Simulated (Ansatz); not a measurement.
# Ga2H8N2 (SMILES [NH2+]1[GaH2-][NH2+][GaH2-]1): what the fields show

The calculation's input:

```
crystal:
  periodic: [false, false, false]
  atoms:
    - {symbol: Ga, position_ang: [-0.378037, 0.000247, 1.423401]}
    - {symbol: Ga, position_ang: [0.376327, -0.005029, -1.423845]}
    - {symbol: "N", position_ang: [-1.251983, 0.479662, -0.332593]}
    - {symbol: "N", position_ang: [1.253987, -0.474030, 0.333114]}
    - {symbol: H, position_ang: [-2.080145, -0.073161, -0.550986]}
    - {symbol: H, position_ang: [-1.527835, 1.458179, -0.407500]}
    - {symbol: H, position_ang: [-1.028310, -1.311980, 1.991393]}
    - {symbol: H, position_ang: [-0.098538, 1.308905, 2.246066]}
    - {symbol: H, position_ang: [1.537865, -1.450062, 0.410138]}
    - {symbol: H, position_ang: [2.077594, 0.086063, 0.550288]}
    - {symbol: H, position_ang: [1.027686, 1.301030, -2.004727]}
    - {symbol: H, position_ang: [0.091390, -1.319813, -2.234750]}
basis:
  gaussian: {orbitals: def2-TZVPD}
hamiltonian: {xc: {name: PBE0}}
output: {forces: true, orbitals: {seedname: orbitals}}
```

Run with:

```sh
ansatz run input.yaml --threads 2 --pin off --max-ram 6090MiB --events-out events.jsonl --progress --plain --runs-dir runs
```

Geometry: PBE0-D4/def2-SVP.

Level of theory: isolated molecule in a Gaussian basis; Kohn-Sham density functional theory, functional PBE0 (Ansatz 0.2.0).

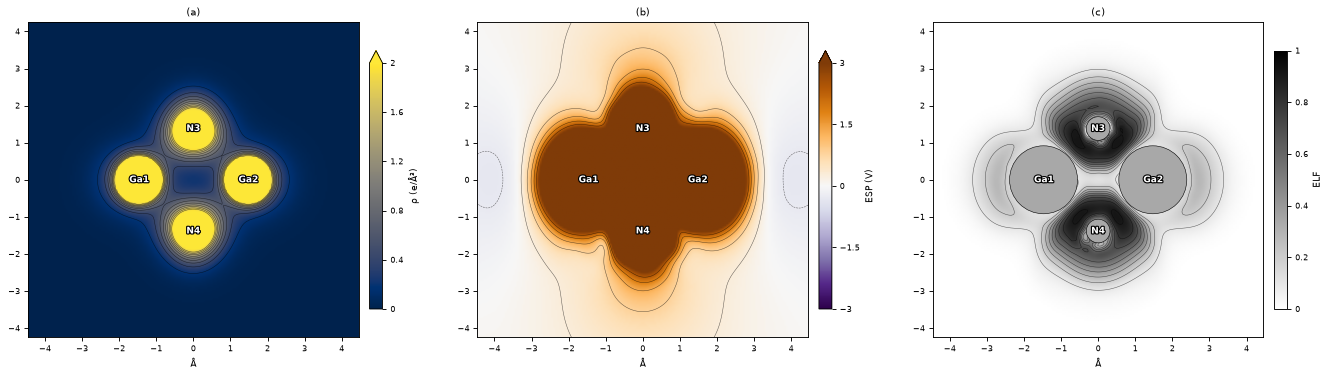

Figure 1. (a) electron density; (b) molecular electrostatic potential; (c) ELF on the plane of atoms N3, Ga2 and N4. Grey discs cover the atomic cores in the ELF map.

### What do the fields say about this system?

- The plane passes through Ga and N nuclei.
- Ga–N (2.02 Å): ρ is about 0.62 e/Å³ halfway; the ELF peaks at about 0.90 in the valence shell of N, 0.7 Å from its nucleus, and is about 0.35 at the midpoint.
- Outside the dense part of the molecule the potential is most negative (−0.3 V) near H8, which lies off the plane.

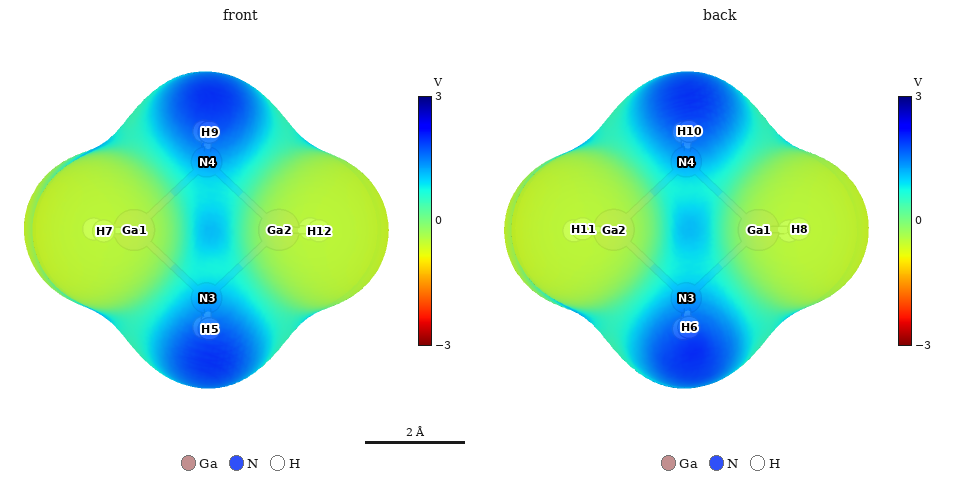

Figure 2. The molecular electrostatic potential painted on the density surface at 0.002 e/bohr³, seen from the front and from behind; red is negative and blue positive.

### Where is the surface potential most negative and most positive?

The most negative region (about −0.6 V) lies over H7, H8, H11 and H12, the most positive (about +2.0 V) over H5, H6, H9 and H10.

### What dipole moment does the calculation give?

Its dipole moment is 0.02 D.

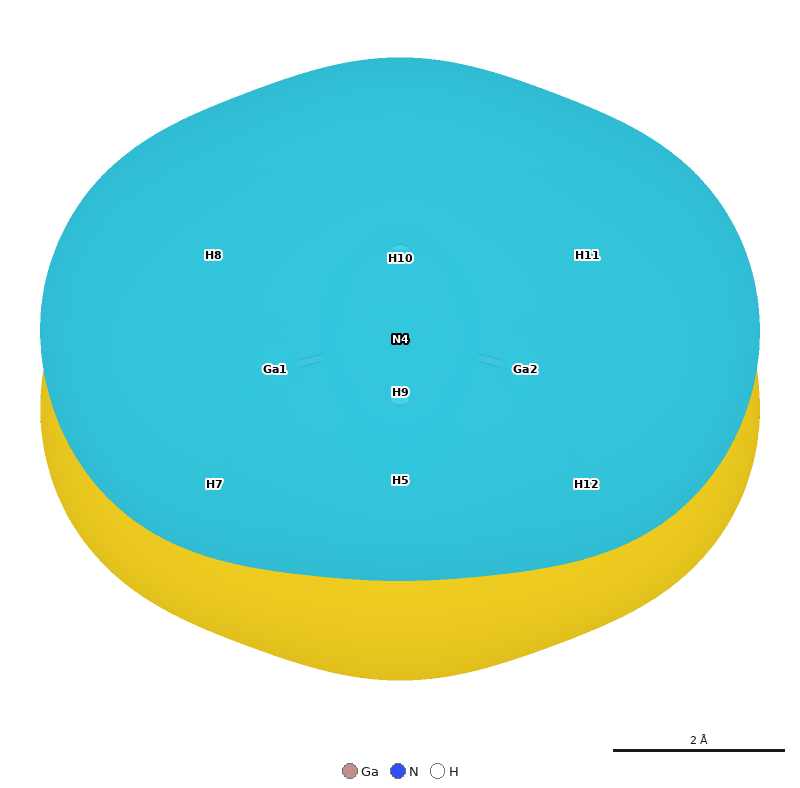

Figure 3. The LUMO at ±0.03 Å⁻³ᐟ² (yellow and cyan are the two phases), seen from one side.

### What is the character of this orbital?

By Hirshfeld shares it lies mainly on Ga1 (about 25 %), Ga2 (about 25 %), H5 (about 5 %), H6 (about 5 %), H9 (about 5 %) and H10 (about 5 %); it is ungerade (odd under inversion). Its energy is −0.40 eV.
